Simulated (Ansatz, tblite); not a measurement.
**Mo(NH)2(OH)2 (H4MoN2O2): which spin state is lowest**

Is the singlet the ground state of Mo(NH)2(OH)2 (H4MoN2O2)? Other spin states are computed and compared level by level.

Program: Ansatz 0.2.0, Gaussian basis. Level of theory: as each input shows. These are calculated values, not measurements.

The runs, in order: triplet, at the geometry of the singlet (GFN1-xTB, GFN2-xTB, PBE0-D4/def2-TZVP, PBE-D4/def2-TZVP, r2SCAN-D4/def2-TZVP); the singlet's energies come from earlier runs.

### Step 1. The relaxed structure

The geometry is that of the singlet, from an earlier relaxation (B3LYP-D4/def2-SVP).

9 atoms, charge 0, spin multiplicity 1.

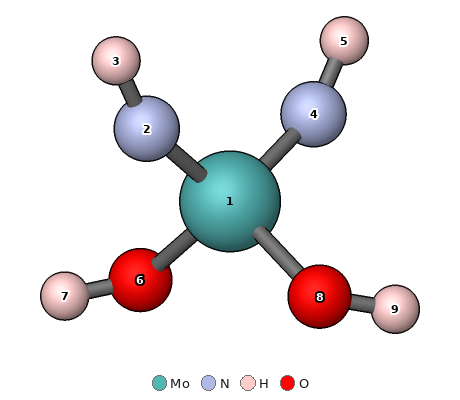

The structure; molybdenum teal, nitrogen light blue, hydrogen pink, oxygen red; atoms are numbered from 1 in the order of the file.

Formally the metal is d0. Mo takes a core potential in the def2 sets. No spin-orbit coupling is included.

### Step 2. Triplet at the fixed geometry, GFN1-xTB

Tight binding, by tblite at 300 K electronic temperature and without a spin-polarisation term:

```python
tblite.interface.Calculator('GFN1-xTB', numbers, positions, charge=0, uhf=2).singlepoint()
```

Energy -542.5514 eV; 0.005 s.

### Step 3. Triplet at the fixed geometry, GFN2-xTB

Tight binding, by tblite at 300 K electronic temperature and without a spin-polarisation term:

```python
tblite.interface.Calculator('GFN2-xTB', numbers, positions, charge=0, uhf=2).singlepoint()
```

Energy -488.6397 eV; 0.005 s.

### Step 4. Triplet at the fixed geometry, PBE0-D4/def2-TZVP

in.yaml

```yaml
crystal:
  periodic: [false, false, false]
  atoms:
    - {symbol: Mo, position_ang: [-0.096306, -0.021365, -0.058689]}
    - {symbol: N, position_ang: [-0.047939, 0.315014, 1.642587]}
    - {symbol: H, position_ang: [0.387190, 0.523092, 2.539557]}
    - {symbol: N, position_ang: [1.489958, 0.005761, -0.760637]}
    - {symbol: H, position_ang: [2.501963, 0.119204, -0.773286]}
    - {symbol: O, position_ang: [-1.124214, 1.315884, -0.934371]}
    - {symbol: H, position_ang: [-1.758325, 1.843726, -0.430732]}
    - {symbol: O, position_ang: [-0.846759, -1.754431, -0.270538]}
    - {symbol: H, position_ang: [-0.505570, -2.346884, -0.953892]}
basis:
  gaussian: {orbitals: def2-TZVP}
magnetization: {spin_polarized: true, initial_magnetization: 2}
hamiltonian: {xc: pbe0, dispersion: d4}
scf: {omitted_lower_state_checks: [starts]}
output: {orbitals: {seedname: orbitals}}
```

The run is started by

```bash
> ansatz run in.yaml --threads 4 --pin off --events-out ev --progress --plain --max-ram 3916MiB
```

What it wrote:

```text
Functional definition: PBE0
  name "PBE0"
  cite "Adamo & Barone, J. Chem. Phys. 110, 6158 (1999) doi:10.1063/1.478522"
  cite "Perdew, Burke & Ernzerhof, Phys. Rev. Lett. 77, 3865 (1996) doi:10.1103/PhysRevLett.77.3865"
  parent pbe
  parameter a = 0.25
  parameter kappa = 0.804
  parameter beta = 0.06672455060314922
  exchange = (1 - a)*pbe_x(kappa = kappa, mu = beta*pi^2/3) + a*exact_x
  correlation = pbe_c(beta = beta)
these checks for a lower state are left out or cut short: starts
1166 factors; their error is unknown
mean field evaluation 1: about -8972.8539 eV, gradient 6.9e1 eV
mean field evaluation 2: about -8918.1032 eV, gradient 1.4e2 eV
mean field evaluation 4: about -8988.5061 eV, gradient 9.1e0 eV
mean field evaluation 8: about -8988.8741 eV, gradient 4.4e-1 eV
mean field evaluation 16: about -8988.9151 eV, gradient 1.2e-1 eV
mean field evaluation 32: about -8989.0022 eV, gradient 2.0e-2 eV
mean field -8989.00225598 eV, -330.3397399426 hartree, gradient 9.1e-6 eV, S^2 2.019550; 0 other end points of the search recorded, 0 dependent functions left out
reference -8989.00231264 eV, -330.3397420249 hartree; 25, 23 occupied and 163, 165 virtual orbitals, 1166 factors
Total energy: -8989.18990901 eV, -330.3466360642 hartree
Checks for a lower state left out: starts
```

Run time: 13 s. Hardware: 4 threads of Arm Neoverse V1, shared host; peak memory 0.77 GiB.

HOMO -3.74 eV, LUMO -5.11 eV (over both spins; with the spin held, an empty level of the minority spin lies below the top filled one); ⟨S²⟩ 2.020 (pure: 2.00).

### Step 5. Triplet at the fixed geometry, PBE-D4/def2-TZVP

start.molden holds the orbitals of an earlier run on this state, given as this run's starting guess.

Changes to in.yaml since step 4:

```diff
@@ -13,5 +13,5 @@
 basis:
-  gaussian: {orbitals: def2-TZVP}
+  gaussian: {orbitals: def2-TZVP, initial_orbitals: start.molden}
 magnetization: {spin_polarized: true, initial_magnetization: 2}
-hamiltonian: {xc: pbe0, dispersion: d4}
+hamiltonian: {xc: pbe, dispersion: d4}
 scf: {omitted_lower_state_checks: [starts]}
```

Launched as before.

What it wrote:

```text
Functional definition: PBE
  name "PBE"
  cite "Perdew, Burke & Ernzerhof, Phys. Rev. Lett. 77, 3865 (1996) doi:10.1103/PhysRevLett.77.3865"
  parent pbe
  parameter kappa = 0.804
  parameter beta = 0.06672455060314922
  exchange = pbe_x(kappa = kappa, mu = beta*pi^2/3)
  correlation = pbe_c(beta = beta)
these checks for a lower state are left out or cut short: starts
1096 factors; their error is unknown
mean field evaluation 1: about -8990.7284 eV, gradient 7.3e0 eV
mean field evaluation 2: about -8990.9450 eV, gradient 3.7e-1 eV
mean field evaluation 4: about -8990.9601 eV, gradient 7.3e-2 eV
mean field evaluation 8: about -8990.9423 eV, gradient 8.8e-3 eV
mean field evaluation 16: about -8990.9423 eV, gradient 6.5e-5 eV
mean field -8990.94227259 eV, -330.4110342383 hartree, gradient 8.0e-6 eV, S^2 2.005497; 0 other end points of the search recorded, 0 dependent functions left out
reference -8990.94235327 eV, -330.4110372032 hartree; 25, 23 occupied and 163, 165 virtual orbitals, 1096 factors
Total energy: -8991.16412204 eV, -330.4191870549 hartree
Checks for a lower state left out: starts
```

It took 8 s on 4 threads of Arm Neoverse V1, shared host.

Report: HOMO -2.05 eV, LUMO -5.91 eV (over both spins; with the spin held, an empty level of the minority spin lies below the top filled one); ⟨S²⟩ 2.005 (pure: 2.00).

### Step 6. Triplet at the fixed geometry, r2SCAN-D4/def2-TZVP

Changes to in.yaml since step 5:

```diff
@@ -15,3 +15,3 @@
 magnetization: {spin_polarized: true, initial_magnetization: 2}
-hamiltonian: {xc: pbe, dispersion: d4}
+hamiltonian: {xc: r2scan, dispersion: d4}
 scf: {omitted_lower_state_checks: [starts]}
```

The command is unchanged.

What it wrote, shortened:

```text
Functional definition: r2SCAN
  name "r2SCAN"
  cite "Furness, Kaplan, Ning, Perdew & Sun, J. Phys. Chem. Lett. 11, 8208 (2020) doi:10.1021/acs.jpclett.0c02405"
  cite "Furness, Kaplan, Ning, Perdew & Sun, J. Phys. Chem. Lett. 11, 9248 (2020) doi:10.1021/acs.jpclett.0c03077"
  parent r2scan
[...]
1096 factors; their error is unknown
[...]
mean field -8995.07709545 eV, -330.5629861757 hartree, gradient 4.8e-6 eV, S^2 2.013030; 0 other end points of the search recorded, 0 dependent functions left out
reference -8995.07712886 eV, -330.5629874034 hartree; 25, 23 occupied and 163, 165 virtual orbitals, 1096 factors
Total energy: -8995.13022799 eV, -330.5649387604 hartree
Checks for a lower state left out: starts
```

Run time: 20 s. Hardware: 4 threads of Arm Neoverse V1, shared host.

Report: HOMO -2.37 eV, LUMO -5.76 eV (over both spins; with the spin held, an empty level of the minority spin lies below the top filled one); ⟨S²⟩ 2.013 (pure: 2.00).

### Step 7. Triplet less singlet, vertical

The singlet's energies are those of its earlier runs, whose logs aren't repeated here.

```csv
level,"triplet less singlet, vertical (kcal/mol)",time
GFN1-xTB,+97.8,0.011 s
GFN2-xTB,+89.2,0.009 s
PBE-D4/def2-TZVP,+94.2,9.7 s
r2SCAN-D4/def2-TZVP,+93.0,23 s
PBE0-D4/def2-TZVP,+90.0,16 s
```

Times add the two runs; a level without a time comes out of a correlated run. Tight binding without a spin term can't rank spin states.

### Step 8. Summary of results

```
                                                quantity                                       value
triplet less singlet, vertical, functionals in def2-TZVP  +90.0 (PBE0-D4) to +94.2 kcal/mol (PBE-D4)
```

All functionals put the triplet above the singlet, over a spread of 4.2 kcal/mol. The checks for a lower triplet were left out, so another state of that spin may lie lower. The singlet here is a closed shell; an open-shell singlet can lie lower. These are electronic energies, without zero-point motion, entropy or surroundings.
